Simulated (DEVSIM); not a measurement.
Structure: CdS/CdTe n-p heterojunction, at 350 K.

| layer (left to right) | material | thickness (μm) | Nd (cm⁻³) | Na (cm⁻³) | τn (s) | τp (s) |
|---|---|---|---|---|---|---|
| 1 | CdS | 0.160 | 1.2e16 | - | 3.6e-10 | 3.6e-10 |
| 2 | CdTe | 0.460 | - | 2.6e15 | 3.6e-10 | 3.6e-10 |

Left contact: ohmic. Right contact: ohmic. Voltage is applied to the left contact. Recombination: SRH at mid-gap. Mobility is μmin + (μ − μmin)/(1 + (N/Nref)^α).

The device is made up for the run: typed textbook-type constants, with dimensions and the other settings drawn at random. Values at 300 K; Nc and Nv go as T^1.5, mobilities as T to minus their exponent, the gap by Varshni's rule with the affinity fixed.

| parameter | CdS | CdTe |
|---|---|---|
| gap (eV) | 2.4 | 1.5 |
| affinity (eV) | 4.3 | 4.28 |
| permittivity | 9 | 10.2 |
| Nc (cm⁻³) | 2.2e18 | 8e17 |
| Nv (cm⁻³) | 1.8e19 | 1.8e19 |
| μn (cm²/Vs) | 300 | 1000 |
| μp (cm²/Vs) | 25 | 80 |
| μn,min | 30 | 100 |
| μp,min | 3 | 10 |
| Nref,n | 1e17 | 1e17 |
| Nref,p | 1e17 | 1e17 |
| αn | 0.6 | 0.6 |
| αp | 0.6 | 0.6 |
| T exponent of μn | 1.5 | 1.7 |
| T exponent of μp | 1.5 | 1.5 |
| Varshni α (eV/K) | 0.00039 | 0.00031 |
| Varshni β (K) | 103 | 108 |

Simulated with DEVSIM: 1D drift-diffusion, Boltzmann statistics, complete ionisation; no tunnelling, impact ionisation, image-force lowering or self-heating. Band offsets follow the typed affinities; no thermionic-emission limit at abrupt steps, no polarisation charge.

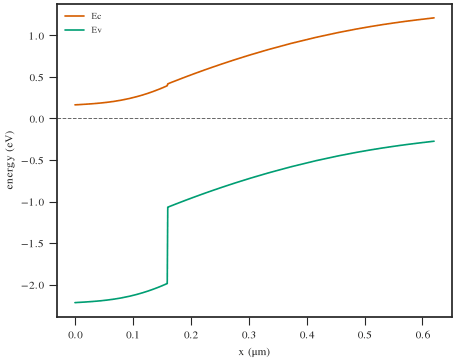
Figure: Band edges at zero bias

Energies count from the Fermi level of the right contact; mesh points crowd at the junctions.

| x (μm) | Ec (eV) | Ev (eV) | n (cm⁻³) | p (cm⁻³) | field (V/cm) |
|---|---|---|---|---|---|
| 0.000 | 0.164 | -2.217 | 1.2e16 | < 1e2 | 4000 |
| 0.003977 | 0.166 | -2.216 | 1.1e16 | < 1e2 | 4100 |
| 0.01104 | 0.169 | -2.213 | 1.0e16 | < 1e2 | 4200 |
| 0.02360 | 0.174 | -2.207 | 8.6e15 | < 1e2 | 4900 |
| 0.05436 | 0.194 | -2.188 | 4.5e15 | < 1e2 | 8300 |
| 0.09484 | 0.242 | -2.139 | 9.0e14 | < 1e2 | 16000 |
| 0.1256 | 0.302 | -2.079 | 1.2e14 | < 1e2 | 23000 |
| 0.1467 | 0.357 | -2.025 | 2.0e13 | < 1e2 | 28000 |
| 0.1548 | 0.380 | -2.001 | 9.2e12 | < 1e2 | 30000 |
| 0.1593 | 0.394 | -1.987 | 5.8e12 | < 1e2 | 31000 |
| 0.1627 | 0.424 | -1.061 | 7.9e11 | 12000 | 28000 |
| 0.1714 | 0.448 | -1.038 | 3.6e11 | 26000 | 27000 |
| 0.1847 | 0.484 | -1.002 | 1.1e11 | 86000 | 27000 |
| 0.2090 | 0.547 | -0.938 | 1.3e10 | 700000 | 26000 |
| 0.2750 | 0.706 | -0.780 | 7.0e7 | 1.3e8 | 22000 |
| 0.3734 | 0.905 | -0.581 | 95000 | 9.8e10 | 18000 |
| 0.4852 | 1.076 | -0.409 | 320 | 2.9e13 | 13000 |
| 0.5482 | 1.148 | -0.337 | < 1e2 | 3.1e14 | 10000 |
| 0.5890 | 1.186 | -0.299 | < 1e2 | 1.1e15 | 8600 |
| 0.6052 | 1.200 | -0.286 | < 1e2 | 1.7e15 | 8300 |
| 0.6141 | 1.207 | -0.279 | < 1e2 | 2.2e15 | 8200 |
| 0.6200 | 1.212 | -0.274 | < 1e2 | 2.6e15 | 8200 |
